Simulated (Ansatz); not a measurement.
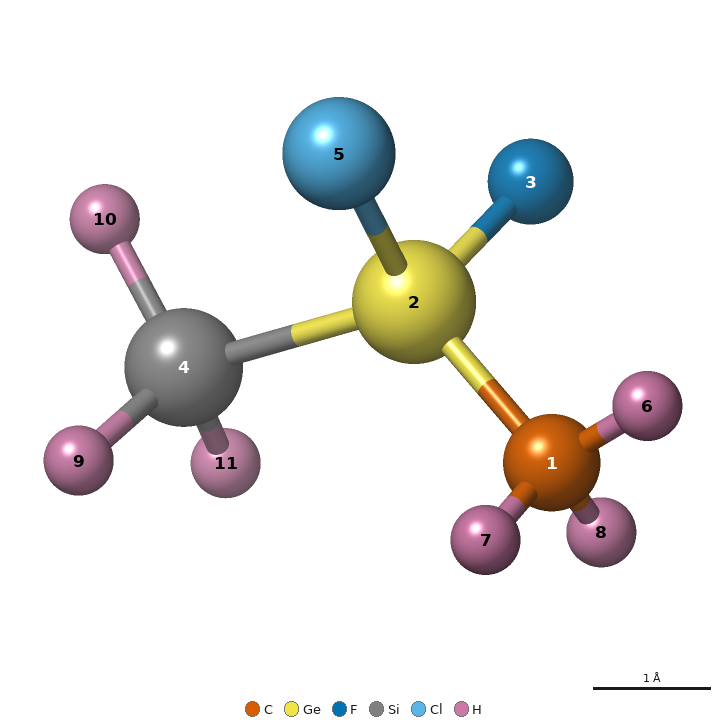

Computed geometry: PBE-D4/def2-SVP optimisation. No frequency run is at hand to confirm it as a minimum.

Give the bond lengths.

| bond | length (Å) |
| --- | --- |
| C1–Ge2 | 1.952 |
| C1–H6 | 1.107 |
| C1–H7 | 1.107 |
| C1–H8 | 1.107 |
| Ge2–F3 | 1.767 |
| Ge2–Si4 | 2.397 |
| Ge2–Cl5 | 2.188 |
| Si4–H9 | 1.503 |
| Si4–H10 | 1.500 |
| Si4–H11 | 1.504 |
